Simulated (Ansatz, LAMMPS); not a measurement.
# Charge trapping in glassy 71GeO2-14Al2O3-14SrO (mol %) (66 atoms): runs compared

Aim: add and remove one electron in glassy 71GeO2-14Al2O3-14SrO (mol %) (66 atoms), with atoms held and relaxed, and read trapping energy and localisation.

Computed with Ansatz 0.2.0: Kohn-Sham DFT, PBE, PAW (set soft_1), plane waves.

**1. The cell as built**

The cell holds 66 atoms: 15 Ge, 6 Al, 3 Sr and 42 O. Cell: a = 9.866 Å, b = 9.866 Å, c = 9.866 Å, α = 90.0°, β = 90.0°, γ = 90.0°. 66 atoms (15 Ge, 6 Al, 3 Sr, 42 O) placed at random at 3.73 g/cm³, melted at 4000 K for 10 ps at fixed volume with the Morse and Coulomb pair potential with partial charges (Pedone, Malavasi, Menziani, Cormack and Segre, J. Phys. Chem. B 110, 11780 (2006)). Quenched from 4000 K to 300 K at 20 K/ps and fixed volume, held 10 ps at zero pressure.

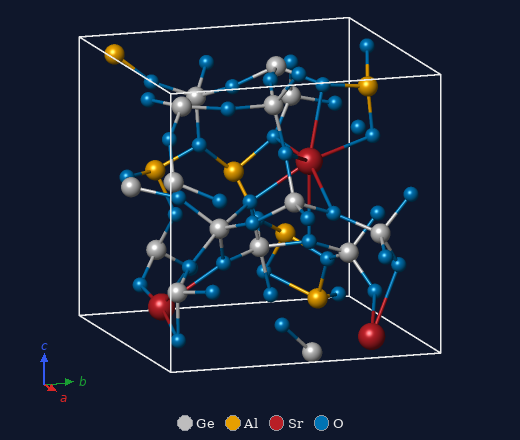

The cell as built. Bonds to atoms that aren't drawn are left out. Some periodic images of atoms are drawn too.

Limits known from the start: The quench rate of 20 K/ps is orders of magnitude faster than experiment, which tends to freeze in extra defects. The starting topology of bonds comes from the classical model, and needn't be the one that DFT or experiment would give. Only the Γ point is sampled, in a cell whose shortest periodic width is 10 Å.

**2. The reference run**

The reference is a single point at the end of the relaxation.

The charged cells start from the geometry of this run, on a uniform background, with spin and a narrow Fermi–Dirac smearing.

Its input, with most atom lines left out:

```yaml
crystal:
  lattice:
    - [9.86601, 0.0, 0.0]
    - [0.0, 9.86601, 0.0]
    - [0.0, 0.0, 9.86601]
  atoms:
    - { symbol: Ge, position: [0.74851, 0.5389, 0.53143] }
    - { symbol: Ge, position: [0.08153, 0.75086, 0.73648] }
    - { symbol: Ge, position: [0.80871, 0.83118, 0.39498] }
    - { symbol: Ge, position: [0.89288, 0.01966, 0.64716] }
    - { symbol: Ge, position: [0.73895, 0.11054, 0.22818] }
    - { symbol: Ge, position: [0.96048, 0.56422, 0.98288] }
    - { symbol: Ge, position: [0.36243, 0.05545, 0.53891] }
    [... atom lines 8 to 66 left out ...]
kpoints:
  mp_grid: { grid: [1, 1, 1] }
hamiltonian:
  xc: pbe
  pseudopotentials: { kind: paw, azcp: { folder: soft_1 } }
scf:
  occupations: { method: fixed }
output:
  forces: true
  stress: true
  populations: true
  dos:
    method: { smearing: { sigma: 0.15 } }
    de: 0.1
    projected: { site_lists: { Al: [Al], Ge: [Ge], O: [O], Sr: [Sr] } }
  eigenvalues: true
  write_density: true
  write_potential: true
  volumetric_format: npy
```

```
free energy per atom   : -1547.6051 eV/atom
r.m.s. force component : 0.00534 eV/Å
pressure               : -1.359 GPa
```

Filled and empty levels are parted by 2.17 eV (at Γ alone); a semilocal functional tends to put such gaps too low. In a disordered cell it changes from sample to sample, and tail or defect levels can set it.

**3. The runs**

Each row is one run, on 4 threads of Intel Xeon Platinum 8488C (Sapphire Rapids), shared host. The free energy is the program's total, comparable only between runs with the same functional, potentials and atoms; between charge states it hangs on the program's zero of potential.

```
                                              run  atoms    outcome  ionic steps, all passes  free energy (eV)     time  host memory (GiB)
                        Single point at the start     66  converged                        -       -102133.588     14 s                1.3
                                       Relaxation     66  converged                       26       -102141.938    2 min                1.3
             Single point at the relaxed geometry     66  converged                        -       -102141.938     10 s                1.4
                    An extra electron, atoms held     66  converged                        -       -102135.376     25 s                2.1
                 An extra electron, atoms relaxed     66  converged                        6       -102135.421     62 s                2.0
An extra electron, levels at the relaxed geometry     66  converged                        -       -102135.421     25 s                2.0
          Neutral at the geometry of the electron     66  converged                        -       -102141.887     14 s                1.4
                        An extra hole, atoms held     66  converged                        -       -102145.935     33 s                2.1
                     An extra hole, atoms relaxed     66  converged                       15       -102146.408  2.9 min                2.0
    An extra hole, levels at the relaxed geometry     66  converged                        -       -102146.408     27 s                2.0
              Neutral at the geometry of the hole     66  converged                        -       -102140.858     16 s                1.3
```

A closer look about O34, which holds the most spin of the extra hole after relaxation: 10 atoms, nearest first, numbered in the order of the input, with positions taken from that point.

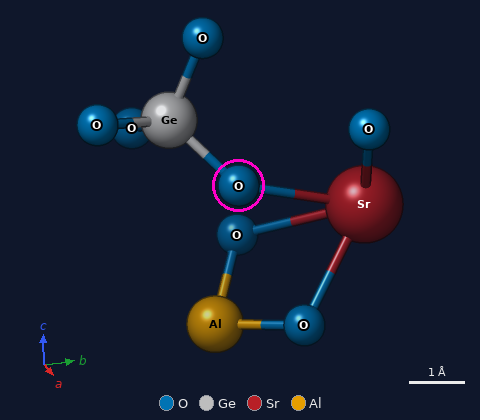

The atoms of the table, within 3.0 Å (arrows a, b, c point along x, y, z); some may hide others; the central atom is ringed.

```
atom      x      y      z  distance (Å)  Löwdin charge (e)  moment (μB)
 O34   0.00   0.00   0.00          0.00              -0.56         0.49
 Ge9  -0.78  -1.09   1.14          1.76               1.47         0.00
 O31  -1.65   0.32  -1.49          2.25              -0.75         0.25
Sr24  -0.21   2.41  -0.68          2.51               1.85         0.00
 O46  -0.45  -0.49   2.77          2.85              -0.73         0.02
 O42   0.68   1.00  -2.60          2.87              -0.80         0.00
 O65  -2.44  -1.43   0.51          2.88              -0.74         0.00
Al16  -0.54  -0.40  -2.81          2.89               1.26         0.00
 O57   1.47   2.17   1.31          2.93              -0.74         0.02
 O33   0.05  -2.64   1.46          3.02              -0.70         0.00
```

**4. Energies and spread of the extra charge**

Energies are differences within one cell and functional; the shift is the gain plus the neutral cell's energy at the new geometry, that is how much cheaper the vertical process becomes there. The spread is the participation number of the site moments (1/Σw², over the spin inside atomic spheres), with the atom that holds the largest share and the spin that the spheres hold in all.

```
 carrier  charged less neutral, atoms held (eV)  gain on relaxing (eV)  neutral cell at that geometry, less the reference (eV)  shift of the vertical energy (eV)       spread, atoms held         spread, relaxed
electron                                  6.562                  0.045                                                   0.051                              0.096   49; O47 4 % of 0.35 μB  45; O47 4 % of 0.38 μB
    hole                                 -3.998                  0.473                                                   1.080                              1.553  11; O34 24 % of 0.84 μB  2; O34 56 % of 0.86 μB
```

**5. Outcome**

The extra electron gains 0.045 eV as the atoms relax, and its spin stays on about 45 atoms: it stays spread out at this level. The cell with the electron ends on a moment of 0.88 μB, short of the 1 μB of one unpaired electron, so the spin density holds only part of the carrier. With the atoms held, the spheres hold only 0.35 of the 0.83 μB, so the spread is read from a small part of the spin. The extra hole gains 0.47 eV as the atoms relax, and its spin goes from about 11 to 2 atoms: the atoms trap it, with the largest share on O34. The O34–O31 distance goes from 2.69 to 2.25 Å. Adding the two vertical energies gives 2.56 eV, against a gap of 2.17 eV in the neutral cell. The zero of the potential cancels in this sum; the excess isn't taken apart here: charging of a small cell, filling of bands on a coarse mesh and the attraction to the background can all enter.

**Limits.** Single energies of charged cells hang on the program's zero of potential. In the spin-polarised runs the search for a state of lower energy was switched off. No distortion was seeded, so a trapped state behind a barrier can't be found. Local and semilocal functionals favour spread-out charges, so trapping can be missed. The stress is far from hydrostatic: its diagonal is 0.3, -3.0, -1.3 GPa, compression counted positive. Charged cells carry a uniform background, with no correction for images.

The DFT runs together took 8.6 min of wall time.

[Logs are printed without paths, hosts, clocks, repeated set-up lines and the standing remarks that a program may print on its own settings, such as how far it seeks lower states.]

[Hosts, paths, dates, database ids (printed as entryN), source tags and the programs' standing remarks are cut or masked in the printed files.]
